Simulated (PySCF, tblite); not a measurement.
# C₂H₁₀OSi₄: geometry, infrared bands and NMR shifts

Wanted: the infrared bands and NMR shifts of C₂H₁₀OSi₄ (`C#C[SiH2]O[SiH]([SiH3])[SiH3]`), by calculation.

Computed with tblite 0.8.0 and PySCF 2.14.0, with density-fitted response routines of our own, on a single molecule in the gas phase. Atoms count from 0, in the outputs and in this text.

### Step 1. Starting geometry

17 atoms, charge 0, multiplicity 1; geometry from: force field or distance geometry start.

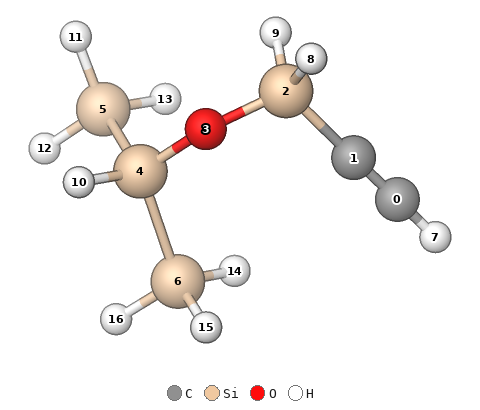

The starting geometry (carbon grey, silicon light orange, oxygen red, hydrogen white), atoms numbered.

### Step 2. Optimising the geometry with GFN2-xTB

What the job is given:

```
{"job": {"kind": "relax", "xc": "GFN2-xTB", "basis": "xTB"}, "charge": 0, "multiplicity": 1}
C      2.045600    -1.726600    -2.238300
C      1.935400    -1.520100    -1.066700
Si     1.787700    -1.213600     0.782900
O      0.201100    -0.984100     1.243800
Si    -1.090600     0.017600     0.988700
Si    -0.530900     2.247200     1.240300
Si    -1.866400    -0.096300    -1.196100
H      2.127800    -1.896000    -3.281100
H      2.352400    -2.347700     1.545400
H      2.529300     0.011800     1.146400
H     -2.178600    -0.350100     1.931100
H     -0.032300     2.491600     2.624600
H     -1.709200     3.121500     1.004800
H      0.558000     2.609700     0.284200
H     -0.832300     0.391600    -2.139100
H     -2.228200    -1.498500    -1.532300
H     -3.075600     0.754100    -1.348600
```

Started as:

```console
$ OMP_NUM_THREADS=1 python probes_run.py task.json out
```

One launch serves the whole session: the jobs run in the order shown.

The program printed:

```text
step      E/eV     max force
  0    -554.06819    1.457
  1    -554.07610    3.191
  2    -554.14128    0.739
  3    -554.17877    0.600
  4    -554.21859    1.037
  5    -554.25144    0.728
  6    -554.27471    0.315
  7    -554.29626    0.415
  8    -554.31929    0.584
  9    -554.33796    0.415
 10    -554.34771    0.189
 11    -554.35207    0.122
 12    -554.35468    0.162
 13    -554.35775    0.187
 14    -554.36170    0.185
 15    -554.36496    0.120
 16    -554.36644    0.083
 17    -554.36703    0.074
 18    -554.36758    0.061
 19    -554.36861    0.089
 20    -554.37042    0.130
 21    -554.37297    0.149
 22    -554.37549    0.123
 23    -554.37737    0.116
 24    -554.37884    0.106
 25    -554.38045    0.133
 26    -554.38227    0.119
 27    -554.38389    0.100
 28    -554.38510    0.084
 29    -554.38610    0.083
 30    -554.38706    0.080
 31    -554.38788    0.072
 32    -554.38855    0.061
 33    -554.38934    0.073
 34    -554.39055    0.115
 35    -554.39213    0.120
 36    -554.39345    0.081
 37    -554.39408    0.037
 38    -554.39432    0.037
 39    -554.39453    0.048
 40    -554.39487    0.066
 41    -554.39530    0.066
 42    -554.39572    0.045
 43    -554.39600    0.040
 44    -554.39619    0.034
 45    -554.39636    0.031
 46    -554.39657    0.039
 47    -554.39683    0.060
 48    -554.39709    0.066
 49    -554.39731    0.047
 50    -554.39745    0.024
 51    -554.39752    0.019
 52    -554.39757    0.017
 53    -554.39763    0.020
 54    -554.39772    0.026
 55    -554.39783    0.025
 56    -554.39793    0.018
 57    -554.39798    0.013
 58    -554.39801    0.011
 59    -554.39803    0.014
 60    -554.39808    0.018
 61    -554.39816    0.021
 62    -554.39827    0.021
 63    -554.39835    0.018
 64    -554.39840    0.019
 65    -554.39843    0.018
 66    -554.39849    0.019
 67    -554.39859    0.022
 68    -554.39869    0.019
 69    -554.39874    0.009
```

It took 0.69 s on 1 thread of Arm Neoverse V1, shared host; peak memory 0.18 GiB.

The steps of the relaxation: (not every step is listed)

```csv
step,energy from step 0 (eV),largest force (eV/Å)
0,0.0000,1.4572
1,-0.0079,3.1909
2,-0.0731,0.7391
3,-0.1106,0.6003
4,-0.1504,1.0366
5,-0.1833,0.7280
6,-0.2065,0.3153
7,-0.2281,0.4152
8,-0.2511,0.5839
13,-0.2896,0.1868
18,-0.2994,0.0611
23,-0.3092,0.1155
28,-0.3169,0.0836
33,-0.3211,0.0730
38,-0.3261,0.0370
43,-0.3278,0.0398
48,-0.3289,0.0661
53,-0.3294,0.0195
58,-0.3298,0.0106
63,-0.3302,0.0185
64,-0.3302,0.0188
65,-0.3302,0.0184
66,-0.3303,0.0188
67,-0.3304,0.0223
68,-0.3305,0.0186
69,-0.3306,0.0094
```

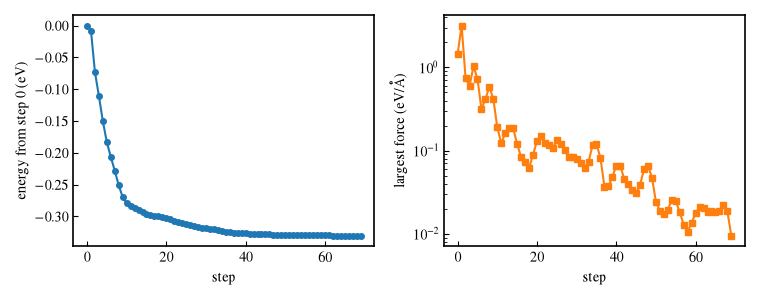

Energy and largest force along the relaxation.

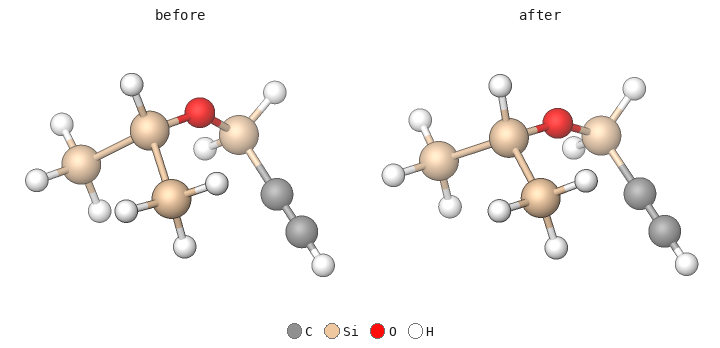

Before and after, at one scale.

Close pairs (by a distance rule), those that changed most:

```csv
bond,before (Å),after (Å),change (Å)
Si2–O3,1.668,1.616,-0.052
C1–Si2,1.881,1.854,-0.026
Si5–H13,1.494,1.470,-0.024
Si5–H11,1.492,1.469,-0.022
Si6–H15,1.487,1.468,-0.019
Si5–H12,1.486,1.468,-0.018
Si2–H8,1.479,1.461,-0.018
Si6–H16,1.486,1.470,-0.017
```

The end geometry stands in the next job.

### Step 3. Harmonic vibrations with GFN2-xTB

What the job is given:

```
{"job": {"kind": "ir", "xc": "GFN2-xTB", "basis": "xTB"}, "charge": 0, "multiplicity": 1}
C      2.033523    -1.728648    -2.238600
C      1.941124    -1.518959    -1.058495
Si     1.776282    -1.191677     0.759327
O      0.258453    -0.727654     1.065025
Si    -1.085107     0.192583     0.855667
Si    -0.486347     2.363801     1.401934
Si    -1.886628    -0.261781    -1.268820
H      2.122697    -1.916609    -3.270685
H      1.956634    -2.420241     1.528304
H      2.666517    -0.088971     1.130880
H     -1.946008    -0.394793     1.904482
H     -0.020559     2.573771     2.779401
H     -1.632438     3.263428     1.224671
H      0.587037     2.895365     0.550179
H     -0.957072     0.153223    -2.327342
H     -2.205278    -1.667795    -1.546208
H     -3.129828     0.486986    -1.499627
```

The program printed:

```text
mode    cm-1     km/mol
  1       7.0      0.04
  2      29.3      0.10
  3      41.0      0.04
  4      52.7      0.48
  5      64.4      0.01
  6      89.0      2.04
  7     108.3      0.59
  8     172.2     11.99
  9     185.1     14.79
 10     204.3      0.99
 11     306.1     23.48
 12     373.6     14.87
 13     397.8     22.42
 14     416.4      0.41
 15     436.3     28.99
 16     458.6     31.22
 17     506.4     75.63
 18     509.5     14.29
 19     557.3      5.49
 20     594.5    438.10
 21     605.6     62.44
 22     655.7     21.34
 23     682.1     11.13
 24     684.7     29.67
 25     696.9    369.16
 26     758.5    169.81
 27     774.2    912.07
 28     775.6    261.21
 29     802.1    104.70
 30     806.8      6.95
 31     812.3    394.57
 32     822.0     33.11
 33     832.7    208.64
 34    1054.1    707.41
 35    2089.7    247.80
 36    2196.2    161.43
 37    2200.3     96.95
 38    2207.2    232.02
 39    2210.4    458.52
 40    2211.6     37.57
 41    2214.6    153.60
 42    2220.1    561.63
 43    2225.0    499.55
 44    2268.1    275.21
 45    3348.8      1.83
```

Wall time 0.88 s (1 thread of Arm Neoverse V1, shared host); peak memory 0.18 GiB.

The strongest bands and the atoms that carry them (share of the mass-weighted mode):

```csv
cm⁻¹,km/mol,atoms
594,438.1,"H10 68 %, Si4 15 %"
697,369.2,"H10 66 %, Si4 11 %"
774,912.1,"H13 18 %, H12 16 %, H14 12 %, H16 12 %"
812,394.6,"H16 26 %, H14 21 %, H12 19 %, H13 16 %"
1054,707.4,"O3 78 %, Si2 12 %"
2210,458.5,"H14 50 %, H15 24 %, H13 13 %"
2220,561.6,"H12 71 %, H15 15 %"
2225,499.6,H9 80 %
```

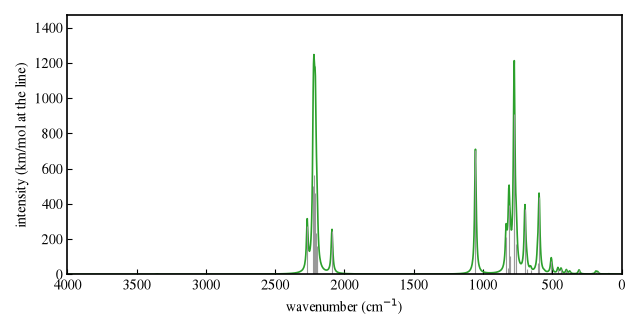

The infrared spectrum from these modes, unscaled. Lines are broadened to a width of 14 cm⁻¹ (Lorentzian).

### Step 4. Shielding tensors: PBE0/pcSseg-1

Settings changed since step 3:

```diff
@@ -1,2 +1,2 @@
-{"job": {"kind": "ir", "xc": "GFN2-xTB", "basis": "xTB"}, "charge": 0, "multiplicity": 1}
+{"job": {"kind": "nmr", "xc": "PBE0", "basis": "pcSseg-1"}, "charge": 0, "multiplicity": 1}
 C      2.033523    -1.728648    -2.238600
```

With the program's defaults for keys left out, this is: GIAO PBE0/pcSseg-1 NMR shielding, non-relativistic, gas phase.

The program printed:

```text
coarse grid: 15960 points
cycle   1  E = -1314.5074783522  dE =  4.374e-01  |g| = 8.208e-01  |ddm| = 3.811e+00
cycle   2  E = -1314.2756141230  dE =  2.319e-01  |g| = 1.361e+00  |ddm| = 2.005e+00
cycle   3  E = -1314.6285873439  dE = -3.530e-01  |g| = 1.519e-01  |ddm| = 1.510e+00
cycle   4  E = -1314.6333651436  dE = -4.778e-03  |g| = 5.823e-02  |ddm| = 2.021e-01
cycle   5  E = -1314.6338572537  dE = -4.921e-04  |g| = 4.201e-02  |ddm| = 6.735e-02
cycle   6  E = -1314.6342951544  dE = -4.379e-04  |g| = 3.146e-03  |ddm| = 2.809e-02
cycle   7  E = -1314.6342977650  dE = -2.611e-06  |g| = 6.071e-04  |ddm| = 4.380e-03
final grid: 135048 points
cycle   8  E = -1314.6844216971  dE = -1.492e-05  |g| = 7.426e-03  |ddm| = 2.272e-02
cycle   9  E = -1314.6844083123  dE =  1.338e-05  |g| = 1.137e-02  |ddm| = 1.427e-02
cycle  10  E = -1314.6844315471  dE = -2.323e-05  |g| = 9.450e-04  |ddm| = 9.162e-03
cycle  11  E = -1314.6844317447  dE = -1.977e-07  |g| = 1.558e-04  |ddm| = 1.168e-03
cycle  12  E = -1314.6844317511  dE = -6.401e-09  |g| = 2.975e-05  |ddm| = 1.991e-04
cycle  13  E = -1314.6844317513  dE = -1.428e-10  |g| = 1.546e-05  |ddm| = 4.203e-05
converged SCF energy = -1314.6844317513

GIAO shielding tensors (ppm)
atom      isotropic    diamagn.    paramagn.     s11        s22        s33       span
  0 C       82.969     261.235    -178.265      1.059      3.601    244.248    243.189
  1 C       96.315     262.361    -166.046     -5.568      7.389    287.125    292.693
  2 Si     404.394     880.857    -476.463    364.547    390.233    458.401     93.854
  3 O      325.848     402.870     -77.022    227.053    354.734    395.755    168.702
  4 Si     358.655     880.328    -521.673    279.400    334.058    462.508    183.107
  5 Si     468.599     880.923    -412.324    447.182    472.601    486.013     38.831
  6 Si     466.792     881.880    -415.088    448.539    469.766    482.070     33.530
  7 H       29.669      33.546      -3.877     24.589     25.248     39.171     14.582
  8 H       26.695      27.838      -1.143     22.932     24.868     32.284      9.351
  9 H       26.630      29.717      -3.087     23.126     25.527     31.238      8.112
 10 H       25.403      28.938      -3.535     22.560     24.153     29.496      6.937
 11 H       27.961      29.151      -1.191     24.808     25.591     33.483      8.675
 12 H       28.467      29.226      -0.759     25.097     26.242     34.062      8.965
 13 H       28.005      30.410      -2.406     24.880     26.564     32.570      7.690
 14 H       27.802      31.940      -4.138     24.801     26.614     31.990      7.189
 15 H       27.839      30.372      -2.532     24.824     25.724     32.970      8.146
 16 H       28.479      29.841      -1.361     25.109     26.132     34.197      9.087
```

Run time: 37 s. Hardware: 1 thread of Arm Neoverse V1, shared host; peak memory 0.82 GiB.

The references, computed at this level on geometries of the same kind, shield at (ppm): ¹H TMS 31.72, ¹³C TMS 186.9, ²⁹Si TMS 349.2, ¹⁷O H2O 336.1. Their shielding less the atom's gives the shift. The references are single molecules in the gas phase, so shifts against H2O, NH3, PH3, H3PO4 or CFCl3 are not on the usual liquid scales and can be off by tens of ppm. Atoms listed in one row are averaged.

```csv
atoms,environment,σ (ppm),δ (ppm),δ scaled to CDCl3
C0,terminal alkyne carbon,83.0,104.0,99.5
C1,alkyne carbon,96.3,90.6,86.5
H10,"hydrogen on a silicon bonded to O, 2 Si",25.40,6.31,–
"H8, H9","hydrogen on a silicon bonded to C, O",26.66,5.05,–
"H11, H12, H13, H14, H15, H16",hydrogen on a silicon bonded to Si,28.09,3.62,–
H7,hydrogen on a terminal alkyne carbon,29.67,2.05,2.04
Si4,"silicon bonded to O, 2 Si, H",358.7,-9.5,–
Si2,"silicon bonded to C, O, 2 H",404.4,-55.2,–
"Si5, Si6","silicon bonded to Si, 3 H",467.7,-118.5,–
O3,oxygen bonded to 2 Si,325.8,10.2,–
```

The scaled column applies a straight-line fit of computed shieldings to shifts measured in CDCl3 (root-mean-square error 0.16 ppm for H, 1.9 ppm for C).

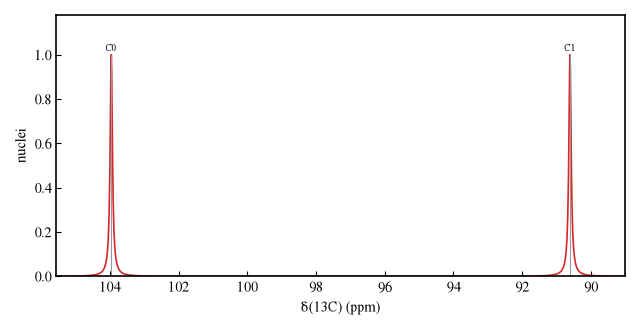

¹³C lines at the computed shifts, without couplings. Lines are broadened to a width of 0.08 ppm (Lorentzian).

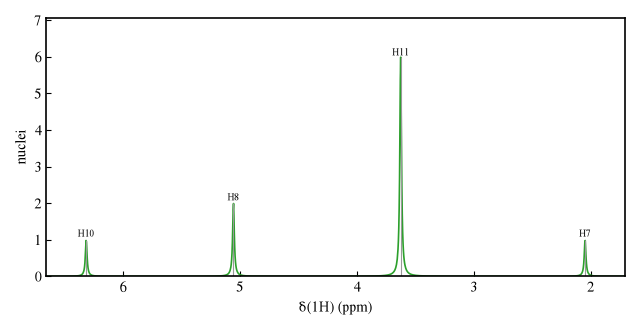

¹H lines at the computed shifts, without couplings. Lines are broadened to a width of 0.02 ppm (Lorentzian).

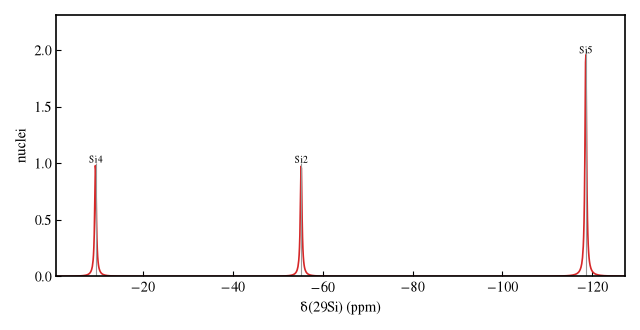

²⁹Si lines at the computed shifts, without couplings. Lines are broadened to a width of 0.44 ppm (Lorentzian).

The run also stored atomic charges by several schemes (e):

```csv
atoms,Mulliken,IAO,Hirshfeld,ESP fit
C0,-0.17,-0.18,-0.07,-0.32
C1,-0.22,-0.36,-0.16,-0.18
Si2,0.91,1.04,0.43,0.61
O3,-0.73,-0.88,-0.30,-0.42
Si4,0.44,0.60,0.26,0.39
"Si5, Si6",0.16,0.26,0.21,0.15
```

IAO charges:

C0 -0.18; C1 -0.36; Si2 1.04; O3 -0.88; Si4 0.60; Si5 0.26; Si6 0.26; H7 0.20; H8 -0.13; H9 -0.15; H10 -0.11; H11 -0.09; H12 -0.10; H13 -0.09; H14 -0.09; H15 -0.08; H16 -0.10

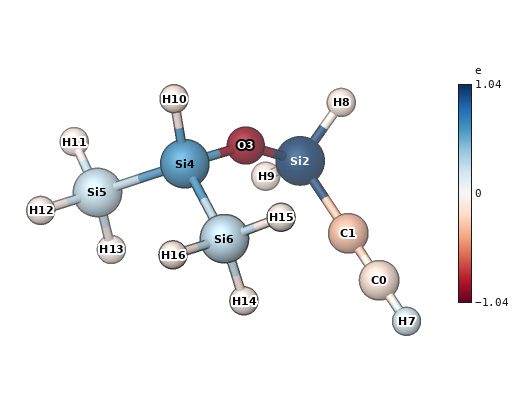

IAO charges, as colours on the atoms.

Mayer bond orders: C0–C1 2.55, C1–Si2 0.90, Si2–O3 0.98, O3–Si4 0.84, Si4–Si5 0.90, Si4–Si6 0.89.

### Step 5. Outcome

| quantity | value |
| --- | --- |
| strongest single infrared mode (GFN2-xTB) | 774 cm⁻¹, 912 km/mol |
| zero-point energy (GFN2-xTB) | 59.6 kcal/mol |
| ¹³C shifts against TMS (PBE0/pcSseg-1) | 104.0, 90.6 ppm |
| ¹H shifts against TMS (PBE0/pcSseg-1, means over atoms taken as alike) | 6.31, 5.05, 3.62, 2.05 ppm |
| ²⁹Si shifts against TMS (PBE0/pcSseg-1, means over atoms taken as alike) | -9.5, -55.2, -118.5 ppm |
| ¹⁷O shifts against H2O (PBE0/pcSseg-1) | 10.2 ppm |

In words: Over 69 steps the energy fell by 0.331 eV; of the close pairs, Si2–O3 changed most, 1.668 to 1.616 Å. All 45 modes are real, so the xTB geometry is a minimum. GFN2-xTB is a fitted tight-binding method: band positions and strengths are rough. Its intensities can rank the bands wrongly. At PBE0/pcSseg-1: Shielding is most anisotropic at C1 (span 293 ppm, paramagnetic term -166 ppm).
